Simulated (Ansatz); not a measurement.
**Equilibrium of C2H9BO ⇌ C2H6O + BH3 at process temperatures**

Species: C2H9BO `[BH3-][O+](C)C`, singlet; C2H6O (dimethyl ether) `COC`, singlet; BH3 (borane) `B`, singlet. 

The electronic reaction energy at CCSD(T)/CBS estimate is +94.2 kJ/mol. Shapes: PBE0-D4/def2-TZVP. Programs: Ansatz 0.2.0. Enthalpy and entropy come from rigid-rotor, harmonic-oscillator sums on unscaled PBE0-D4/def2-TZVP wavenumbers, ideal gases at 1 bar. Symmetry numbers: C2H9BO 1, C2H6O 2, BH3 6. R = 8.3145 J/(mol K).

| T (K) | ΔH (kJ/mol) | ΔS (J/(mol K)) |
| --- | --- | --- |
| 800 | +77.0 | +136.5 |
| 1100 | +72.9 | +132.2 |
| 1400 | ? | ? |

Q: Work out ln K at 800 and 1100 K, and from these estimate it at 1400 K.

A: 
1. 800 K: ΔG = +77.0 − 800 × (+136.5)/1000 = -32.2 kJ/mol; ln K = −ΔG/RT = +4.84.
2. 1100 K: ΔG = +72.9 − 1100 × (+132.2)/1000 = -72.5 kJ/mol; ln K = −ΔG/RT = +7.93.
3. Slope against 1000/T: (+7.93 − (+4.84))/(0.9091 − 1.2500) = -9.06, that is −ΔH/R with ΔH near +75 kJ/mol.
4. 1400 K: ln K = +4.84 + (-9.06) × (0.7143 − 1.2500) = +9.69.

The full sums give ΔH = +68.5 kJ/mol, ΔS = +128.6 J/(mol K), ΔG = -111.5 kJ/mol and ln K = +9.58 at 1400 K, so the line is off by +0.11 in ln K; without rounding the miss is +0.10, from the change of ΔH with temperature. The products are favoured over this whole range. The number of molecules rises, which sets the sign of ΔS, and lower pressure favours the products. An error of 10 kJ/mol in the energy moves ln K by 0.9 at 1400 K. Soft modes are treated as harmonic, which can err either way at these temperatures; the lowest are those of C2H9BO (160 cm⁻¹), C2H6O (213 cm⁻¹). BH3 would pair up to its dimer, which this equilibrium leaves out. The CBS estimate extrapolates MP2 from def2-TZVPP and def2-QZVPP and adds CCSD(T) − MP2 in the triple-zeta set, cores frozen.

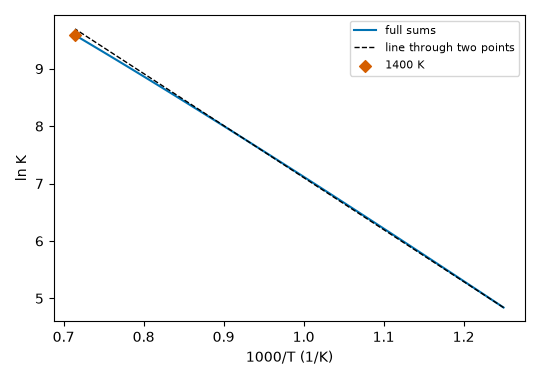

The van 't Hoff plot.
